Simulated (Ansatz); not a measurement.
# ClFH₅NSi₂: a ladder of functionals and wavefunction methods

Aim: compute ClFH₅NSi₂ with functionals from several rungs and with coupled cluster, and see how far each lands from CCSD(T) at the basis-set limit for the atomisation energy.

Computed with Ansatz 0.2.0, Gaussian basis. Level: functionals in def2-TZVPP, the program's frozen cores in correlated methods.

Plan: LDA (SPW92), PBE-D4, revPBE-D4, BLYP-D4, r2SCAN-D4, B97M-V, PBE0-D4, B3LYP-D4, r2SCANh-D4, r2SCAN0-D4, HSE06-D4, BHLYP-D4, CAM-B3LYP-D4, LC-ωPBE, ωB97X-V, ωB97M-V, B2PLYP, PBE-QIDH; CCSD(T)/def2-SVP; CCSD(T)/def2-TZVPP; MP2/def2-QZVPP; extrapolation to the limit; RPA on PBE.

### Step 1. The geometry

An earlier PBE0-D4 in a triple-zeta def2 set relaxation fixed the geometry.

SMILES `F[SiH](Cl)N[SiH3]`, 10 atoms, charge 0, spin multiplicity 1.

Atoms are counted from 1 here; the program's logs count them from 0.

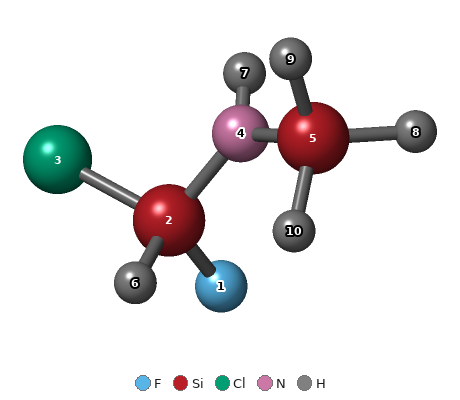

The geometry (fluorine blue, silicon red, chlorine teal, nitrogen pink, hydrogen grey); atoms are numbered from 1 in the order of the file.

### Step 2. LDA

This LDA is Slater exchange with PW92 correlation.

in.yaml

```yaml
crystal:
  periodic: [false, false, false]
  atoms:
    - {symbol: F, position_ang: [-1.264265, 0.121759, 2.206985]}
    - {symbol: Si, position_ang: [0.148107, 0.145174, 1.474875]}
    - {symbol: Cl, position_ang: [1.261328, 1.541073, 2.463440]}
    - {symbol: N, position_ang: [0.030205, 0.581572, -0.158574]}
    - {symbol: Si, position_ang: [-0.170352, -0.468550, -1.526580]}
    - {symbol: H, position_ang: [0.732340, -1.196469, 1.618180]}
    - {symbol: H, position_ang: [0.019897, 1.575133, -0.347648]}
    - {symbol: H, position_ang: [-1.479567, -0.251673, -2.195086]}
    - {symbol: H, position_ang: [0.904599, -0.243649, -2.527134]}
    - {symbol: H, position_ang: [-0.099193, -1.855671, -1.005559]}
basis:
  gaussian: {orbitals: def2-TZVPP}
hamiltonian: {xc: lda}
output: {orbitals: {seedname: orbitals}}
```

Command:

```
$ ansatz run in.yaml --threads 4 --pin off --events-out ev --progress --plain --max-ram 10444MiB
```

What it wrote:

```text
Functional definition: SPW92
  name "SPW92"
  cite "Dirac, Proc. Camb. Phil. Soc. 26, 376 (1930) doi:10.1017/S0305004100016108"
  cite "Slater, Phys. Rev. 81, 385 (1951) doi:10.1103/PhysRev.81.385"
  cite "Perdew & Wang, Phys. Rev. B 45, 13244 (1992) doi:10.1103/PhysRevB.45.13244"
  exchange = slater_x
  correlation = pw_c
1476 factors; their error is unknown
mean field evaluation 1: about -32428.7894 eV, gradient 7.9e1 eV
mean field evaluation 2: about -32386.8393 eV, gradient 1.5e2 eV
mean field evaluation 4: about -32439.7758 eV, gradient 1.2e1 eV
mean field evaluation 8: about -32440.0141 eV, gradient 1.3e-1 eV
mean field evaluation 16: about -32439.9736 eV, gradient 2.5e-4 eV
mean field -32439.97362249 eV, -1192.1470420225 hartree, gradient 4.5e-5 eV, S^2 0.000000; 0 other end points of the search recorded, 0 dependent functions left out
reference -32439.97366513 eV, -1192.1470435897 hartree; 33, 33 occupied and 225, 225 virtual orbitals, 1476 factors
Total energy: -32439.97366513 eV, -1192.1470435897 hartree
```

Run time: 1.3 s. Hardware: 4 threads of Arm Neoverse V1, shared host.

With the free atoms at this level, -32399.923 eV in sum, the atomisation energy is 40.051 eV. HOMO -7.03 eV, LUMO -1.11 eV.

### Step 3. PBE-D4 (GGA)

in.yaml, as its differences from that of step 2:

```diff
@@ -15,3 +15,3 @@
   gaussian: {orbitals: def2-TZVPP}
-hamiltonian: {xc: lda}
-output: {orbitals: {seedname: orbitals}}
+hamiltonian: {xc: pbe, dispersion: d4}
+output: {forces: true, orbitals: {seedname: orbitals}}
```

Launched as before.

What it wrote, cut to the lines that bear on the results:

```text
Functional definition: PBE
  name "PBE"
  cite "Perdew, Burke & Ernzerhof, Phys. Rev. Lett. 77, 3865 (1996) doi:10.1103/PhysRevLett.77.3865"
  parent pbe
[...]
1476 factors; their error is unknown
[...]
mean field -32555.83336478 eV, -1196.4048090191 hartree, gradient 3.3e-5 eV, S^2 0.000000; 0 other end points of the search recorded, 0 dependent functions left out
[...]
reference -32555.83341029 eV, -1196.4048106916 hartree; 33, 33 occupied and 225, 225 virtual orbitals, 1476 factors
Total energy: -32556.09328830 eV, -1196.4143610323 hartree
Atom 0 at    -1.264265     0.121759     2.206985 Å, force    -0.599531    -0.027817     0.306984 eV/Å
Atom 1 at     0.148107     0.145174     1.474875 Å, force     0.356131    -0.112554    -0.025059 eV/Å
Atom 2 at     1.261328     1.541073     2.463440 Å, force     0.186365     0.215023     0.149699 eV/Å
Atom 3 at     0.030205     0.581572    -0.158574 Å, force     0.023366    -0.029061    -0.081268 eV/Å
Atom 4 at    -0.170352    -0.468550    -1.526580 Å, force    -0.021719    -0.095174    -0.146971 eV/Å
Atom 5 at     0.732340    -1.196469     1.618180 Å, force     0.074372    -0.167562    -0.000915 eV/Å
Atom 6 at     0.019897     1.575133    -0.347648 Å, force     0.001643     0.331527    -0.061106 eV/Å
Atom 7 at    -1.479567    -0.251673    -2.195086 Å, force    -0.141381     0.013565    -0.079800 eV/Å
Atom 8 at     0.904599    -0.243649    -2.527134 Å, force     0.113310     0.015820    -0.114510 eV/Å
Atom 9 at    -0.099193    -1.855671    -1.005559 Å, force     0.007444    -0.143767     0.052947 eV/Å
Dipole moment:     0.068810     0.029879    -0.361776 e Å
```

Wall time 2.7 s (4 threads of Arm Neoverse V1, shared host).

Atomisation energy: 35.669 eV (free atoms -32520.425 eV, run apart). HOMO -6.89 eV, LUMO -0.87 eV.

### Step 4. revPBE-D4 (GGA)

in.yaml, as its differences from that of step 3:

```diff
@@ -15,3 +15,3 @@
   gaussian: {orbitals: def2-TZVPP}
-hamiltonian: {xc: pbe, dispersion: d4}
-output: {forces: true, orbitals: {seedname: orbitals}}
+hamiltonian: {xc: {name: revPBE}, dispersion: d4}
+output: {orbitals: {seedname: orbitals}}
```

Launched as before.

What it wrote:

```text
Functional definition: revPBE
  name "revPBE"
  cite "Zhang & Yang, Phys. Rev. Lett. 80, 890 (1998) doi:10.1103/PhysRevLett.80.890"
  cite "Perdew, Burke & Ernzerhof, Phys. Rev. Lett. 77, 3865 (1996) doi:10.1103/PhysRevLett.77.3865"
  parameter kappa = 1.245
  parameter beta = 0.06672455060314922
  exchange = pbe_x(kappa = kappa, mu = beta*pi^2/3)
  correlation = pbe_c(beta = beta)
1476 factors; their error is unknown
mean field evaluation 1: about -32556.0155 eV, gradient 7.7e1 eV
mean field evaluation 2: about -32519.5353 eV, gradient 1.4e2 eV
mean field evaluation 4: about -32566.3260 eV, gradient 1.0e1 eV
mean field evaluation 8: about -32566.5094 eV, gradient 2.7e-1 eV
mean field evaluation 16: about -32566.4679 eV, gradient 1.8e-4 eV
mean field -32566.46785199 eV, -1196.7956192157 hartree, gradient 4.6e-5 eV, S^2 0.000000; 0 other end points of the search recorded, 0 dependent functions left out
reference -32566.46790870 eV, -1196.7956212999 hartree; 33, 33 occupied and 225, 225 virtual orbitals, 1476 factors
Total energy: -32567.20188804 eV, -1196.8225945433 hartree
```

Wall time 2.1 s (4 threads of Arm Neoverse V1, shared host).

With the free atoms at this level, -32532.306 eV in sum, the atomisation energy is 34.896 eV. HOMO -6.84 eV, LUMO -0.76 eV.

### Step 5. BLYP-D4 (GGA)

in.yaml, as its differences from that of step 4:

```diff
@@ -15,3 +15,3 @@
   gaussian: {orbitals: def2-TZVPP}
-hamiltonian: {xc: {name: revPBE}, dispersion: d4}
+hamiltonian: {xc: {name: BLYP}, dispersion: d4}
 output: {orbitals: {seedname: orbitals}}
```

The command is unchanged.

What it wrote:

```text
Functional definition: BLYP
  name "BLYP"
  cite "Becke, Phys. Rev. A 38, 3098 (1988) doi:10.1103/PhysRevA.38.3098"
  cite "Lee, Yang & Parr, Phys. Rev. B 37, 785 (1988) doi:10.1103/PhysRevB.37.785"
  parameter beta = 0.0042
  parameter a = 0.04918
  parameter b = 0.132
  parameter c = 0.2533
  parameter d = 0.349
  exchange = b88_x(beta = beta)
  correlation = lyp_c(a = a, b = b, c = c, d = d)
1476 factors; their error is unknown
mean field evaluation 1: about -32560.4072 eV, gradient 8.4e1 eV
mean field evaluation 2: about -32516.0569 eV, gradient 1.5e2 eV
mean field evaluation 4: about -32572.4558 eV, gradient 1.2e1 eV
mean field evaluation 8: about -32572.6939 eV, gradient 1.4e-1 eV
mean field evaluation 16: about -32572.6535 eV, gradient 2.3e-4 eV
mean field -32572.65345541 eV, -1197.0229359488 hartree, gradient 4.0e-5 eV, S^2 0.000000; 0 other end points of the search recorded, 0 dependent functions left out
reference -32572.65384810 eV, -1197.0229503798 hartree; 33, 33 occupied and 225, 225 virtual orbitals, 1476 factors
Total energy: -32573.21929954 eV, -1197.0437303371 hartree
```

Wall time 2.1 s (4 threads of Arm Neoverse V1, shared host).

With the free atoms at this level, -32537.830 eV in sum, the atomisation energy is 35.389 eV. HOMO -6.76 eV, LUMO -0.75 eV.

### Step 6. r2SCAN-D4 (meta-GGA)

in.yaml, as its differences from that of step 5:

```diff
@@ -15,3 +15,3 @@
   gaussian: {orbitals: def2-TZVPP}
-hamiltonian: {xc: {name: BLYP}, dispersion: d4}
-output: {orbitals: {seedname: orbitals}}
+hamiltonian: {xc: r2scan, dispersion: d4}
+output: {forces: true, orbitals: {seedname: orbitals}}
```

The command is unchanged.

What it wrote, cut to the lines that bear on the results:

```text
Functional definition: r2SCAN
  name "r2SCAN"
  cite "Furness, Kaplan, Ning, Perdew & Sun, J. Phys. Chem. Lett. 11, 8208 (2020) doi:10.1021/acs.jpclett.0c02405"
  cite "Furness, Kaplan, Ning, Perdew & Sun, J. Phys. Chem. Lett. 11, 9248 (2020) doi:10.1021/acs.jpclett.0c03077"
  parent r2scan
[...]
1476 factors; their error is unknown
[...]
mean field -32569.70182619 eV, -1196.9144655757 hartree, gradient 2.2e-5 eV, S^2 0.000000; 0 other end points of the search recorded, 0 dependent functions left out
[...]
reference -32569.70183943 eV, -1196.9144660623 hartree; 33, 33 occupied and 225, 225 virtual orbitals, 1476 factors
Total energy: -32569.76483314 eV, -1196.9167810383 hartree
Atom 0 at    -1.264265     0.121759     2.206985 Å, force    -0.051371    -0.006665     0.021223 eV/Å
Atom 1 at     0.148107     0.145174     1.474875 Å, force     0.043857    -0.060151     0.010806 eV/Å
Atom 2 at     1.261328     1.541073     2.463440 Å, force     0.032526     0.042042     0.036586 eV/Å
Atom 3 at     0.030205     0.581572    -0.158574 Å, force    -0.005179    -0.030391    -0.018860 eV/Å
Atom 4 at    -0.170352    -0.468550    -1.526580 Å, force    -0.004585    -0.020746    -0.032710 eV/Å
Atom 5 at     0.732340    -1.196469     1.618180 Å, force    -0.015552     0.032372    -0.011837 eV/Å
Atom 6 at     0.019897     1.575133    -0.347648 Å, force     0.003281     0.033931    -0.006400 eV/Å
Atom 7 at    -1.479567    -0.251673    -2.195086 Å, force     0.028397    -0.010318     0.005614 eV/Å
Atom 8 at     0.904599    -0.243649    -2.527134 Å, force    -0.026770    -0.011721     0.013589 eV/Å
Atom 9 at    -0.099193    -1.855671    -1.005559 Å, force    -0.004604     0.031647    -0.018009 eV/Å
Dipole moment:     0.067955     0.026784    -0.369882 e Å
```

Run time: 5.5 s. Hardware: 4 threads of Arm Neoverse V1, shared host.

With the free atoms at this level, -32534.144 eV in sum, the atomisation energy is 35.621 eV. HOMO -7.22 eV, LUMO -0.43 eV.

### Step 7. B97M-V (meta-GGA)

in.yaml, as its differences from that of step 6:

```diff
@@ -15,3 +15,3 @@
   gaussian: {orbitals: def2-TZVPP}
-hamiltonian: {xc: r2scan, dispersion: d4}
-output: {forces: true, orbitals: {seedname: orbitals}}
+hamiltonian: {xc: {name: B97M-V}}
+output: {orbitals: {seedname: orbitals}}
```

Launched as before.

What it wrote, cut to the lines that bear on the results:

```text
Functional definition: B97M-V
  name "B97M-V"
  cite "Mardirossian & Head-Gordon, J. Chem. Phys. 142, 074111 (2015) doi:10.1063/1.4907719"
  cite "Becke, J. Chem. Phys. 107, 8554 (1997) doi:10.1063/1.475007"
  cite "Vydrov & Van Voorhis, J. Chem. Phys. 133, 244103 (2010) doi:10.1063/1.3521275"
  # Of w^i u^j: cxij and so on, Table III.
[...]
  gx(w, u) = cx00 + cx01*u + cx02*u^2 + (cx10 + cx11*u)*w
  gss(w, u) = css00 + css02*u^2 + css10*w + (css32*w^3 + css42*w^4)*u^2
  gos(w, u) = cos00 + cos01*u + cos03*u^3 + cos10*w + cos32*w^3*u^2
[...]
      + integral(e_c_pw_mod_opposite_spin*gos(b97_w_opposite, b97_u_opposite)) + vv10(b, c)
1476 factors; their error is unknown
[...]
mean field -32565.41270931 eV, -1196.7568434376 hartree, gradient 5.0e-5 eV, S^2 0.000000; 0 other end points of the search recorded, 0 dependent functions left out
reference -32565.41277621 eV, -1196.7568458960 hartree; 33, 33 occupied and 225, 225 virtual orbitals, 1476 factors
Total energy: -32565.41277621 eV, -1196.7568458960 hartree
```

Run time: 9 s. Hardware: 4 threads of Arm Neoverse V1, shared host.

Atomisation energy: 35.836 eV (free atoms -32529.577 eV, run apart). HOMO -7.35 eV, LUMO -0.72 eV.

### Step 8. PBE0-D4 (hybrid)

in.yaml, as its differences from that of step 7:

```diff
@@ -15,3 +15,3 @@
   gaussian: {orbitals: def2-TZVPP}
-hamiltonian: {xc: {name: B97M-V}}
+hamiltonian: {xc: pbe0, dispersion: d4}
 output: {orbitals: {seedname: orbitals}}
```

Its log isn't repeated here (it stands with the study of this molecule's fields); it ends on a total energy of -32558.885753 eV.

With the free atoms at this level, -32523.636 eV in sum, the atomisation energy is 35.250 eV. HOMO -8.28 eV, LUMO -0.03 eV.

### Step 9. B3LYP-D4 (hybrid)

B3LYP here takes the VWN-RPA correlation.

in.yaml, as its differences from that of step 8:

```diff
@@ -15,3 +15,3 @@
   gaussian: {orbitals: def2-TZVPP}
-hamiltonian: {xc: pbe0, dispersion: d4}
-output: {orbitals: {seedname: orbitals}}
+hamiltonian: {xc: {name: B3LYP}, dispersion: d4}
+output: {forces: true, orbitals: {seedname: orbitals}}
```

Same command.

What it wrote, cut to the lines that bear on the results:

```text
Functional definition: B3LYP
  name "B3LYP"
  cite "Stephens, Devlin, Chabalowski & Frisch, J. Phys. Chem. 98, 11623 (1994) doi:10.1021/j100096a001"
  cite "Becke, Phys. Rev. A 38, 3098 (1988) doi:10.1103/PhysRevA.38.3098"
  cite "Lee, Yang & Parr, Phys. Rev. B 37, 785 (1988) doi:10.1103/PhysRevB.37.785"
  cite "Vosko, Wilk & Nusair, Can. J. Phys. 58, 1200 (1980) doi:10.1139/p80-159"
[...]
1501 factors; their error is unknown
[...]
mean field -32575.50505719 eV, -1197.1277303813 hartree, gradient 3.4e-5 eV, S^2 0.000000; 0 other end points of the search recorded, 0 dependent functions left out
[...]
reference -32575.50535131 eV, -1197.1277411901 hartree; 33, 33 occupied and 225, 225 virtual orbitals, 1501 factors
Total energy: -32575.92713031 eV, -1197.1432412824 hartree
Atom 0 at    -1.264265     0.121759     2.206985 Å, force    -0.198115    -0.017103     0.090666 eV/Å
Atom 1 at     0.148107     0.145174     1.474875 Å, force     0.134233    -0.215321    -0.028744 eV/Å
Atom 2 at     1.261328     1.541073     2.463440 Å, force     0.132104     0.153790     0.118043 eV/Å
Atom 3 at     0.030205     0.581572    -0.158574 Å, force    -0.008835     0.046025    -0.029965 eV/Å
Atom 4 at    -0.170352    -0.468550    -1.526580 Å, force    -0.026048    -0.110698    -0.188865 eV/Å
Atom 5 at     0.732340    -1.196469     1.618180 Å, force    -0.043670     0.092155    -0.011873 eV/Å
Atom 6 at     0.019897     1.575133    -0.347648 Å, force     0.003243    -0.004363    -0.001480 eV/Å
Atom 7 at    -1.479567    -0.251673    -2.195086 Å, force     0.085047    -0.017517     0.036753 eV/Å
Atom 8 at     0.904599    -0.243649    -2.527134 Å, force    -0.071361    -0.018370     0.058967 eV/Å
Atom 9 at    -0.099193    -1.855671    -1.005559 Å, force    -0.006596     0.091403    -0.043503 eV/Å
Dipole moment:     0.077671     0.017020    -0.377313 e Å
```

It took 5.5 s on 4 threads of Arm Neoverse V1, shared host; peak memory 0.81 GiB.

With the free atoms at this level, -32540.357 eV in sum, the atomisation energy is 35.570 eV. HOMO -8.04 eV, LUMO -0.25 eV.

### Step 10. r2SCANh-D4 (hybrid)

in.yaml, as its differences from that of step 9:

```diff
@@ -15,3 +15,3 @@
   gaussian: {orbitals: def2-TZVPP}
-hamiltonian: {xc: {name: B3LYP}, dispersion: d4}
-output: {forces: true, orbitals: {seedname: orbitals}}
+hamiltonian: {xc: {name: r2SCANh}, dispersion: d4}
+output: {orbitals: {seedname: orbitals}}
```

Same command.

What it wrote, cut to the lines that bear on the results:

```text
Functional definition: r2SCANh
  name "r2SCANh"
  cite "Bursch, Neugebauer, Ehlert & Grimme, J. Chem. Phys. 156, 134105 (2022) doi:10.1063/5.0086040"
  cite "Furness, Kaplan, Ning, Perdew & Sun, J. Phys. Chem. Lett. 11, 8208 (2020) doi:10.1021/acs.jpclett.0c02405"
  cite "Furness, Kaplan, Ning, Perdew & Sun, J. Phys. Chem. Lett. 11, 9248 (2020) doi:10.1021/acs.jpclett.0c03077"
  parent r2scan
[...]
1476 factors; their error is unknown
[...]
mean field -32569.37574954 eV, -1196.9024824799 hartree, gradient 4.9e-5 eV, S^2 0.000000; 0 other end points of the search recorded, 0 dependent functions left out
reference -32569.37576168 eV, -1196.9024829260 hartree; 33, 33 occupied and 225, 225 virtual orbitals, 1476 factors
Total energy: -32569.44360461 eV, -1196.9049761076 hartree
```

Wall time 5.5 s (4 threads of Arm Neoverse V1, shared host); peak memory 0.76 GiB.

Atomisation energy: 35.416 eV (free atoms -32534.027 eV, run apart). HOMO -7.73 eV, LUMO -0.15 eV.

### Step 11. r2SCAN0-D4 (hybrid)

in.yaml, as its differences from that of step 10:

```diff
@@ -15,3 +15,3 @@
   gaussian: {orbitals: def2-TZVPP}
-hamiltonian: {xc: {name: r2SCANh}, dispersion: d4}
+hamiltonian: {xc: {name: r2SCAN0}, dispersion: d4}
 output: {orbitals: {seedname: orbitals}}
```

Same command.

What it wrote, cut to the lines that bear on the results:

```text
Functional definition: r2SCAN0
  name "r2SCAN0"
  cite "Bursch, Neugebauer, Ehlert & Grimme, J. Chem. Phys. 156, 134105 (2022) doi:10.1063/5.0086040"
  cite "Furness, Kaplan, Ning, Perdew & Sun, J. Phys. Chem. Lett. 11, 8208 (2020) doi:10.1021/acs.jpclett.0c02405"
  cite "Furness, Kaplan, Ning, Perdew & Sun, J. Phys. Chem. Lett. 11, 9248 (2020) doi:10.1021/acs.jpclett.0c03077"
  parent r2scan
[...]
1513 factors; their error is unknown
[...]
mean field -32568.91918679 eV, -1196.8857041084 hartree, gradient 2.0e-5 eV, S^2 0.000000; 0 other end points of the search recorded, 0 dependent functions left out
reference -32568.91919729 eV, -1196.8857044942 hartree; 33, 33 occupied and 225, 225 virtual orbitals, 1513 factors
Total energy: -32568.99451559 eV, -1196.8884723907 hartree
```

Run time: 6 s. Hardware: 4 threads of Arm Neoverse V1, shared host; peak memory 0.77 GiB.

With the free atoms at this level, -32533.868 eV in sum, the atomisation energy is 35.126 eV. HOMO -8.51 eV, LUMO 0.25 eV.

### Step 12. HSE06-D4 (hybrid)

HSE06 is the plane-wave form, built on full-range PBE exchange.

in.yaml, as its differences from that of step 11:

```diff
@@ -15,3 +15,3 @@
   gaussian: {orbitals: def2-TZVPP}
-hamiltonian: {xc: {name: r2SCAN0}, dispersion: d4}
+hamiltonian: {xc: hse06, dispersion: d4}
 output: {orbitals: {seedname: orbitals}}
```

The command is unchanged.

What it wrote, cut to the lines that bear on the results:

```text
Functional definition: HSE06
  name "HSE06"
  cite "Heyd, Scuseria & Ernzerhof, J. Chem. Phys. 118, 8207 (2003) doi:10.1063/1.1564060"
  cite "Krukau, Vydrov, Izmaylov & Scuseria, J. Chem. Phys. 125, 224106 (2006) doi:10.1063/1.2404663"
  cite "Heyd & Scuseria, J. Chem. Phys. 120, 7274 (2004) doi:10.1063/1.1668634"
  cite "Ernzerhof & Perdew, J. Chem. Phys. 109, 3313 (1998) doi:10.1063/1.476928"
  cite "Perdew, Burke & Ernzerhof, Phys. Rev. Lett. 77, 3865 (1996) doi:10.1103/PhysRevLett.77.3865"
  parent pbe
[...]
  # The whole range is PBE's own exchange, as in plane waves. The composition of these papers is wPBEh.
[...]
1513 factors; their error is unknown
116 factors; integrals over basis functions are off by at most 5.9e-7 eV
[...]
mean field -32557.90454838 eV, -1196.4809236125 hartree, gradient 2.3e-5 eV, S^2 0.000000; 0 other end points of the search recorded, 0 dependent functions left out
reference -32557.90459404 eV, -1196.4809252907 hartree; 33, 33 occupied and 225, 225 virtual orbitals, 1513 factors
Total energy: -32558.11199485 eV, -1196.4885471299 hartree
```

Wall time 3.9 s (4 threads of Arm Neoverse V1, shared host); peak memory 0.78 GiB.

Atomisation energy: 35.268 eV (free atoms -32522.844 eV, run apart). HOMO -7.88 eV, LUMO -0.40 eV.

### Step 13. BHLYP-D4 (hybrid)

in.yaml, as its differences from that of step 12:

```diff
@@ -15,3 +15,3 @@
   gaussian: {orbitals: def2-TZVPP}
-hamiltonian: {xc: hse06, dispersion: d4}
+hamiltonian: {xc: {name: BHLYP}, dispersion: d4}
 output: {orbitals: {seedname: orbitals}}
```

Same command.

What it wrote:

```text
Functional definition: BHLYP
  name "BHLYP"
  cite "Becke, J. Chem. Phys. 98, 1372 (1993) doi:10.1063/1.464304"
  cite "Becke, Phys. Rev. A 38, 3098 (1988) doi:10.1103/PhysRevA.38.3098"
  cite "Lee, Yang & Parr, Phys. Rev. B 37, 785 (1988) doi:10.1103/PhysRevB.37.785"
  parameter a = 0.5
  exchange = (1 - a)*b88_x + a*exact_x
  correlation = lyp_c
1603 factors; their error is unknown
mean field evaluation 1: about -32566.6264 eV, gradient 5.7e1 eV
mean field evaluation 2: about -32564.9544 eV, gradient 6.2e1 eV
mean field evaluation 4: about -32572.0193 eV, gradient 1.7e0 eV
mean field evaluation 8: about -32572.0247 eV, gradient 2.3e-2 eV
mean field evaluation 16: about -32572.2222 eV, gradient 3.1e-5 eV
mean field -32572.22223755 eV, -1197.0070889847 hartree, gradient 3.1e-5 eV, S^2 0.000000; 0 other end points of the search recorded, 0 dependent functions left out
reference -32572.22243760 eV, -1197.0070963366 hartree; 33, 33 occupied and 225, 225 virtual orbitals, 1603 factors
Total energy: -32572.56140849 eV, -1197.0195532871 hartree
```

Wall time 3.6 s (4 threads of Arm Neoverse V1, shared host); peak memory 0.77 GiB.

With the free atoms at this level, -32537.698 eV in sum, the atomisation energy is 34.863 eV. HOMO -9.58 eV, LUMO 0.78 eV.

[end of part 1 of 2]
